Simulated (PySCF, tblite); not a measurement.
**C₅H₁₀Si: a rotation path, then NMR shifts on frames, part 1 of 2**

Aim: move C₅H₁₀Si (`C=C(C)[C@@H]1C[SiH2]1`) away from its starting geometry and see how NMR shifts follow the geometry.

The runs use tblite 0.8.0 and PySCF 2.14.0, with density-fitted response routines of our own; the level of theory stands in each step. All values are computed, except where a source is named. Atoms count from 0, in the outputs and in this text.

**1. Starting geometry**

16 atoms, charge 0, multiplicity 1; geometry from: GFN2-xTB.

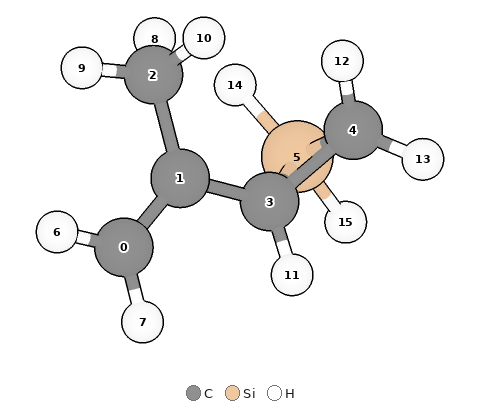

As it starts; carbon grey, silicon light orange, hydrogen white, atoms numbered.

**2. A band between two rotamers with GFN2-xTB**

What the job is given:

```
{"job": {"kind": "neb", "xc": "GFN2-xTB", "basis": "xTB", "atoms": [2, 1, 3, 4], "turn": 120}, "charge": 0, "multiplicity": 1}
C     -1.644199     0.837970    -1.217526
C     -0.837899     0.155271    -0.408624
C     -1.388860    -0.680813     0.707559
C      0.620344     0.221225    -0.565719
C      1.548513    -0.892937    -0.056679
Si     1.794574     0.729713     0.851143
H     -2.714536     0.823716    -1.103834
H     -1.260101     1.437672    -2.025576
H     -0.927242    -0.412384     1.656623
H     -2.464210    -0.544824     0.789120
H     -1.191737    -1.737092     0.525139
H      0.902767     0.610400    -1.539057
H      1.071088    -1.722878     0.443372
H      2.282836    -1.239050    -0.771449
H      1.263894     0.866097     2.195045
H      2.937168     1.556858     0.509054
```

Level: GFN2-xTB climbing-image nudged elastic band, gas phase.

Started as:

```bash
> OMP_NUM_THREADS=1 python probes_run.py task.json out
```

This one command runs all jobs of the session in turn.

What it wrote:

```text
image   E - E0 / eV
  0      -0.0000
  1       0.0249
  2       0.0721
  3       0.1271
  4       0.1383
  5       0.0946
  6       0.0529
  7       0.0251
  8       0.0019
```

It took 2.6 s on 1 thread of INTEL XEON PLATINUM 8581C at 2.30GHz, shared host; peak memory 0.19 GiB.

The final band, with the dihedral C2–C1–C3–C4:

```
image  dihedral (°)  energy (eV)  energy (kcal/mol)
    0            25        0.000                0.0
    1            48        0.025                0.6
    2            71        0.072                1.7
    3            94        0.127                2.9
    4           116        0.138                3.2
    5           138        0.095                2.2
    6           160        0.053                1.2
    7           181        0.025                0.6
    8           204        0.002                0.0
```

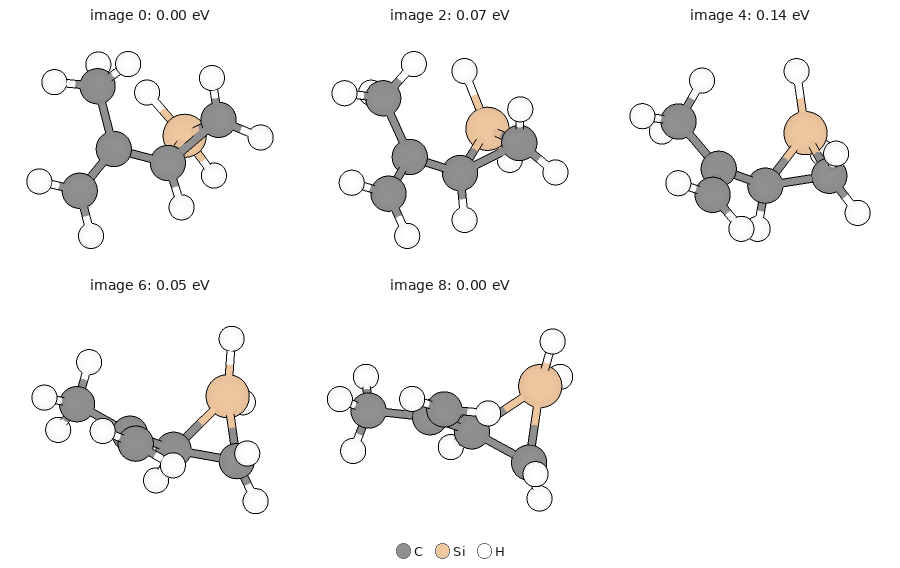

Images along the band.

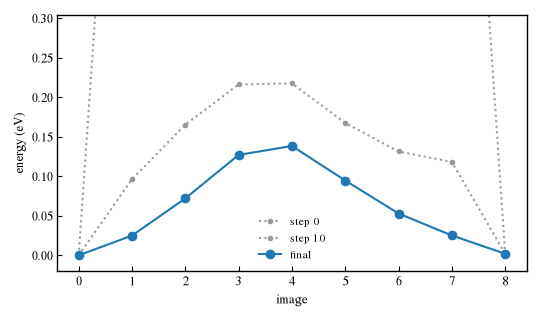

Energy along the band, early and final.

**3. Nuclear shieldings: image 0, PBE0/pcSseg-1**

What the job is given:

```
{"job": {"kind": "nmr", "xc": "PBE0", "basis": "pcSseg-1", "pop": false}, "charge": 0, "multiplicity": 1}
C     -1.644200     0.838000    -1.217500
C     -0.837900     0.155300    -0.408600
C     -1.388900    -0.680800     0.707600
C      0.620300     0.221200    -0.565700
C      1.548500    -0.892900    -0.056700
Si     1.794600     0.729700     0.851100
H     -2.714500     0.823700    -1.103800
H     -1.260100     1.437700    -2.025600
H     -0.927200    -0.412400     1.656600
H     -2.464200    -0.544800     0.789100
H     -1.191700    -1.737100     0.525100
H      0.902800     0.610400    -1.539100
H      1.071100    -1.722900     0.443400
H      2.282800    -1.239000    -0.771400
H      1.263900     0.866100     2.195000
H      2.937200     1.556900     0.509100
```

Level: GIAO PBE0/pcSseg-1 NMR shielding, non-relativistic, gas phase.

What it wrote:

```text
coarse grid: 13256 points
cycle   1  E = -485.4768850878  dE =  6.327e-01  |g| = 4.647e-01  |ddm| = 3.588e+00
cycle   2  E = -485.4330226360  dE =  4.386e-02  |g| = 6.015e-01  |ddm| = 1.176e+00
cycle   3  E = -485.5385189917  dE = -1.055e-01  |g| = 6.736e-02  |ddm| = 7.781e-01
cycle   4  E = -485.5395170116  dE = -9.980e-04  |g| = 3.345e-02  |ddm| = 1.043e-01
cycle   5  E = -485.5397730581  dE = -2.560e-04  |g| = 1.119e-02  |ddm| = 3.633e-02
cycle   6  E = -485.5398053589  dE = -3.230e-05  |g| = 2.707e-03  |ddm| = 1.230e-02
cycle   7  E = -485.5398071706  dE = -1.812e-06  |g| = 4.409e-04  |ddm| = 3.221e-03
final grid: 121688 points
cycle   8  E = -485.5761109561  dE = -3.600e-05  |g| = 7.726e-03  |ddm| = 3.544e-02
cycle   9  E = -485.5760992287  dE =  1.173e-05  |g| = 9.989e-03  |ddm| = 1.805e-02
cycle  10  E = -485.5761267713  dE = -2.754e-05  |g| = 1.480e-03  |ddm| = 1.170e-02
cycle  11  E = -485.5761273239  dE = -5.526e-07  |g| = 3.001e-04  |ddm| = 1.667e-03
cycle  12  E = -485.5761273444  dE = -2.054e-08  |g| = 1.126e-04  |ddm| = 3.584e-04
cycle  13  E = -485.5761273477  dE = -3.243e-09  |g| = 2.703e-05  |ddm| = 1.328e-04
cycle  14  E = -485.5761273478  dE = -1.749e-10  |g| = 6.372e-06  |ddm| = 3.316e-05
converged SCF energy = -485.5761273478

GIAO shielding tensors (ppm)
atom      isotropic    diamagn.    paramagn.     s11        s22        s33       span
  0 C       73.063     252.155    -179.092    -29.640    107.477    141.352    170.991
  1 C       33.833     257.184    -223.351    -90.046     31.856    159.688    249.734
  2 C      164.996     248.037     -83.041    155.138    156.248    183.602     28.464
  3 C      165.755     252.860     -87.106    130.073    151.408    215.783     85.710
  4 C      187.463     253.751     -66.289    165.224    189.871    207.294     42.070
  5 Si     496.832     881.552    -384.719    394.619    405.869    690.009    295.390
  6 H       26.702      30.940      -4.238     23.374     25.177     31.554      8.180
  7 H       26.540      31.968      -5.428     23.094     25.139     31.386      8.292
  8 H       30.635      31.213      -0.579     25.251     31.838     34.815      9.564
  9 H       29.955      30.135      -0.180     25.864     28.231     35.771      9.907
 10 H       29.971      30.244      -0.273     25.239     29.453     35.220      9.982
 11 H       29.501      33.559      -4.058     23.461     28.221     36.822     13.361
 12 H       30.796      32.127      -1.332     24.895     29.066     38.426     13.530
 13 H       30.896      30.351       0.545     25.079     26.591     41.018     15.939
 14 H       29.021      30.559      -1.538     23.277     28.016     35.770     12.493
 15 H       29.173      30.237      -1.065     23.777     26.325     37.415     13.638
```

It took 20 s on 1 thread of INTEL XEON PLATINUM 8581C at 2.30GHz, shared host; peak memory 0.7 GiB.

The references, computed at this level on geometries of the same kind, shield at (ppm): 1H TMS 31.72, 13C TMS 186.9, 29Si TMS 349.2. Their shielding less the atom's gives the shift. The references are single molecules in the gas phase. Each atom is listed at this fixed geometry, with no averaging over motion; a spectrum would average atoms that exchange fast.

```csv
atoms,environment,σ (ppm),δ (ppm)
C1,fully substituted alkene carbon,33.8,153.1
C0,terminal =CH2 carbon,73.1,113.9
C2,allylic methyl carbon,165.0,21.9
C3,three-membered-ring carbon,165.8,21.2
C4,three-membered-ring carbon,187.5,-0.5
H7,hydrogen on a terminal =CH2 carbon,26.54,5.18
H6,hydrogen on a terminal =CH2 carbon,26.70,5.02
H14,"hydrogen on a silicon bonded to 2 C, in a 3-membered ring",29.02,2.70
H15,"hydrogen on a silicon bonded to 2 C, in a 3-membered ring",29.17,2.54
H11,hydrogen on a three-membered-ring carbon,29.50,2.22
H9,hydrogen on an allylic methyl carbon,29.96,1.76
H10,hydrogen on an allylic methyl carbon,29.97,1.75
H8,hydrogen on an allylic methyl carbon,30.63,1.08
H12,hydrogen on a three-membered-ring carbon,30.80,0.92
H13,hydrogen on a three-membered-ring carbon,30.90,0.82
Si5,"silicon bonded to 2 C, 2 H, in a 3-membered ring",496.8,-147.7
```

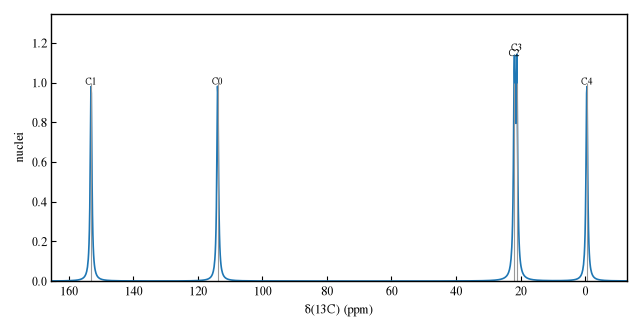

13C lines at the computed shifts, without couplings. Lines are broadened to a width of 0.61 ppm (Lorentzian).

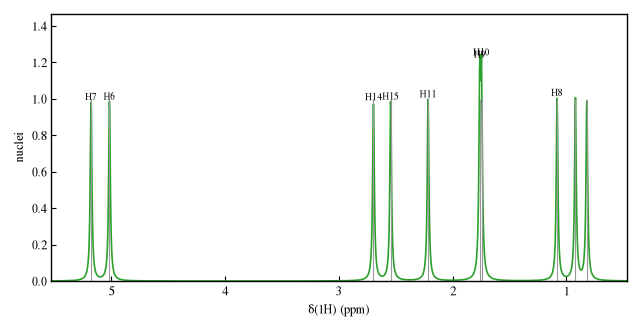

1H lines at the computed shifts, without couplings. Lines are broadened to a width of 0.02 ppm (Lorentzian).

Ring of atoms C3, C4, Si5: NICS(0) -27.9, NICS(1) -8.2, NICS(1)zz -18.3 ppm (means of both faces).

In rings of three or four atoms NICS is ruled by the nearby σ bonds, so it says little on aromaticity.

Orbitals, density, ELF and potential are computed afterwards from the orbital file.

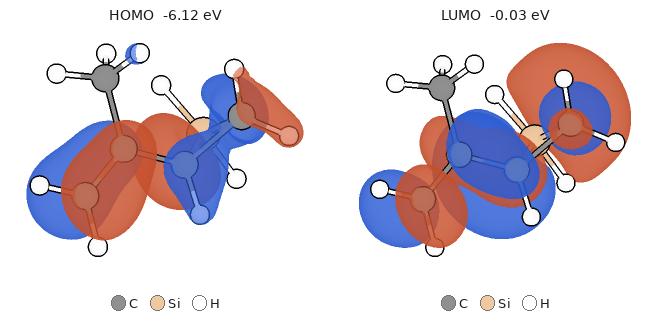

PBE0/pcSseg-1 orbitals near the gap, drawn at the value that encloses 70 % of each; the two colours are the two signs.

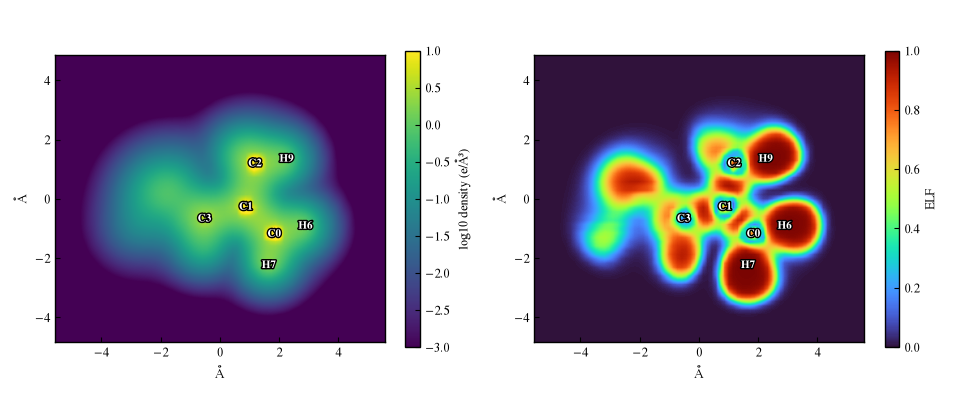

Density (left) and ELF (right) in a plane through or near 7 of the atoms.

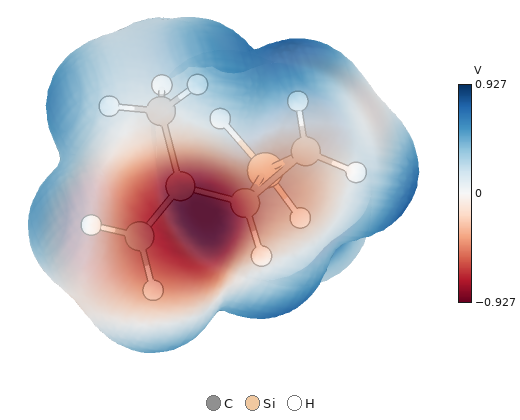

Electrostatic potential on the surface of density 0.002 e/bohr³; red is low, blue high. It runs, from the 1st to the 99th percentile, from -0.91 V near C0 to 0.93 V near H14.

**4. Shielding tensors: image 2, PBE0/pcSseg-1**

What the job is given:

```
{"job": {"kind": "nmr", "xc": "PBE0", "basis": "pcSseg-1", "pop": false}, "charge": 0, "multiplicity": 1}
C     -1.638300     0.407100    -1.416300
C     -0.849200     0.195200    -0.370500
C     -1.411800    -0.256600     0.943500
C      0.610600     0.419500    -0.456600
C      1.574600    -0.792000    -0.419700
Si     1.798200     0.383800     1.022900
H     -2.704200     0.257800    -1.365100
H     -1.250300     0.726200    -2.369000
H     -1.118200     0.435200     1.732000
H     -2.497700    -0.295000     0.905600
H     -1.036300    -1.245000     1.205600
H      0.856100     1.100700    -1.267000
H      1.116000    -1.760600    -0.278700
H      2.298500    -0.813600    -1.222600
H      1.330700    -0.066700     2.321700
H      2.913800     1.313000     1.022900
```

With the program's defaults for keys left out, this is: GIAO PBE0/pcSseg-1 NMR shielding, non-relativistic, gas phase.

What it wrote:

```text
coarse grid: 13256 points
cycle   1  E = -485.4760653442  dE =  6.202e-01  |g| = 4.590e-01  |ddm| = 3.576e+00
cycle   2  E = -485.4332608521  dE =  4.280e-02  |g| = 5.956e-01  |ddm| = 1.178e+00
cycle   3  E = -485.5353306376  dE = -1.021e-01  |g| = 7.671e-02  |ddm| = 7.911e-01
cycle   4  E = -485.5366655003  dE = -1.335e-03  |g| = 3.314e-02  |ddm| = 1.071e-01
cycle   5  E = -485.5369112994  dE = -2.458e-04  |g| = 1.171e-02  |ddm| = 3.509e-02
cycle   6  E = -485.5369466428  dE = -3.534e-05  |g| = 2.617e-03  |ddm| = 1.341e-02
cycle   7  E = -485.5369483226  dE = -1.680e-06  |g| = 3.770e-04  |ddm| = 3.027e-03
final grid: 121688 points
cycle   8  E = -485.5733427832  dE = -3.634e-05  |g| = 7.909e-03  |ddm| = 3.035e-02
cycle   9  E = -485.5733292910  dE =  1.349e-05  |g| = 1.046e-02  |ddm| = 1.857e-02
cycle  10  E = -485.5733592785  dE = -2.999e-05  |g| = 1.617e-03  |ddm| = 1.205e-02
cycle  11  E = -485.5733599387  dE = -6.602e-07  |g| = 2.875e-04  |ddm| = 1.650e-03
cycle  12  E = -485.5733599569  dE = -1.816e-08  |g| = 1.165e-04  |ddm| = 3.834e-04
cycle  13  E = -485.5733599604  dE = -3.490e-09  |g| = 2.676e-05  |ddm| = 1.402e-04
cycle  14  E = -485.5733599605  dE = -1.708e-10  |g| = 5.838e-06  |ddm| = 3.504e-05
converged SCF energy = -485.5733599605

GIAO shielding tensors (ppm)
atom      isotropic    diamagn.    paramagn.     s11        s22        s33       span
  0 C       68.189     252.578    -184.389    -35.943     99.128    141.380    177.323
  1 C       33.151     256.960    -223.810    -92.957     30.498    161.912    254.869
  2 C      159.717     247.933     -88.217    136.145    159.435    183.571     47.426
  3 C      165.304     252.118     -86.814    126.622    152.008    217.281     90.659
  4 C      185.455     254.442     -68.987    160.485    190.060    205.818     45.333
  5 Si     492.264     881.682    -389.419    392.181    405.132    679.478    287.297
  6 H       26.466      30.951      -4.485     23.256     25.011     31.130      7.874
  7 H       26.487      32.008      -5.521     22.705     25.247     31.509      8.805
  8 H       30.234      30.635      -0.401     25.230     30.869     34.602      9.372
  9 H       29.885      30.214      -0.328     25.573     28.339     35.744     10.172
 10 H       30.128      30.865      -0.737     25.960     29.933     34.490      8.531
 11 H       29.620      33.332      -3.712     23.662     28.111     37.087     13.424
 12 H       31.226      31.962      -0.736     26.108     28.613     38.958     12.851
 13 H       30.776      30.828      -0.052     25.237     26.674     40.417     15.180
 14 H       28.864      30.655      -1.790     23.511     27.800     35.281     11.770
 15 H       28.976      30.010      -1.034     23.593     26.121     37.215     13.622
```

Wall time 14 s (1 thread of INTEL XEON PLATINUM 8581C at 2.30GHz, shared host); peak memory 0.8 GiB.

Key values: δ C1 153.8, C0 118.7, C2 27.2, C3 21.6, H6 5.25, H7 5.23 ppm.

(Continued in part 2 of 2.)
